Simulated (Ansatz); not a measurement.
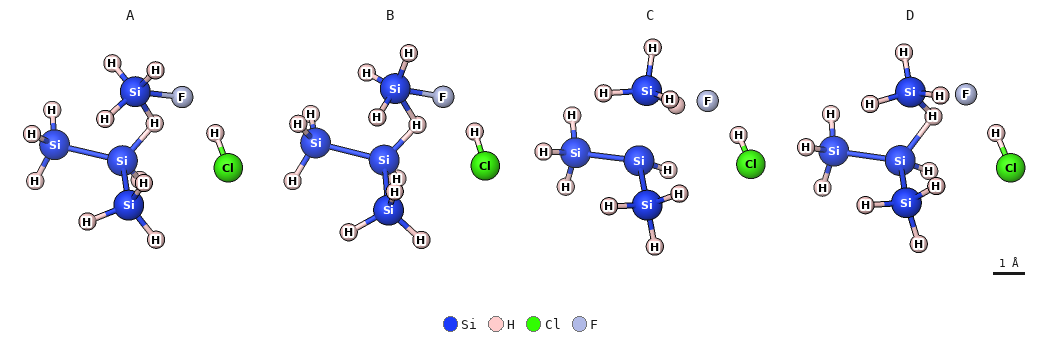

4 geometries from one constrained relaxation of Si₄H₁₂ClF, in shuffled order. Style: ball-and-stick. Shown at a tilt.

The reaction that was planned forms Si1–Cl7, H6–F9, Si2–H8 and breaks Si1–Si2, H6–Cl7, H8–F9 (atoms numbered from 1 in input order).

The calculation used RKS PBE0-D4/def2-SVP (Ansatz 0.2.0). Set-up: held fixed: the distance between atoms 1 (Si) and 7 (Cl), the distance between atoms 6 (H) and 9 (F), the distance between atoms 2 (Si) and 8 (H), the distance between atoms 1 (Si) and 2 (Si), the distance between atoms 6 (H) and 7 (Cl), the distance between atoms 8 (H) and 9 (F), counting from 1; force threshold 0.04 eV/Å; at most 150 steps.

**Put them in the order of the run, from the start to the converged end.**

C, D, A, B. They are steps 0, 8, 17, 28, at +0.815 eV, +0.278 eV, +0.107 eV relative to the last. After 28 geometry steps the energy has fallen by 0.815 eV. The largest force component goes from 0.58 to 0.036 eV/Å. The atom that moves furthest after the best rigid fit is an H atom (1.72 Å). Largest moves by element: H 1.72 Å, F 1.06 Å, Cl 0.77 Å, Si 0.52 Å. Among the contacts that change: F–Si 2.933 → 1.738 Å, H–Si 2.203 → 1.606 Å, H–Si 1.459 → 1.495 Å, H–Si 1.472 → 1.505 Å. New bonds form: F–Si (2.93 → 1.74 Å), H–Si (2.20 → 1.61 Å). Among the angles between lasting bonds that change: H–Si–H 136.5° → 96.3°, H–Si–H 106.5° → 137.1°, Si–Si–Si 120.4° → 108.8°. Groups turn about Si–Si by about 65°.
